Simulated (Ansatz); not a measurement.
Electronic density of states of amorphous In$_{24}$O$_{37}$Li$_{2}$, density 6.48 g/cm³, on a 2×2×2 Γ-centred mesh with a Gaussian width of 0.1 eV; energies count from the Fermi level, whose place inside the gap is arbitrary. Cell and mesh are small, so fine structure isn't converged. Calculation: PBE, scalar-relativistic without spin-orbit coupling (plane waves to 420 eV, PAW; Ansatz, a quantum-chemistry and plane-wave program). Sampling: a 2×2×2 Γ-centred mesh; Fermi-Dirac width 0.02 eV; no spin polarisation. At PBE the levels at the filled edge of the gap are localised (band-tail or defect states).

It comes from a melt-quench run on a machine-learned potential (CHGNet), relaxed afterwards by DFT. O atoms were pushed apart under 1.9 Å during the dynamics, to hinder bonds among them. The hot cell started wider than the set density and was brought back towards it in steps. It is the lowest in DFT energy of 2 quenches. It is a model cell: composition and starting density were chosen by hand, and all elements were melted together. No dispersion term was used. Its density started from a set value of 6.38 and ended at 6.48 g/cm³. The quench (nominally 280 K/ps over its main leg) was far faster than any real one, so the model tends to hold more defects than a real film. One small periodic cell is one sample of the glass; other quenches scatter about these values. Volume and shape were free in the relaxation.

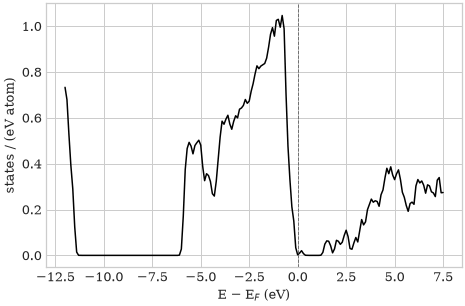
Density of states per atom

The level gap on this mesh is 0.41 eV; the broadening fills part of it in the curve.
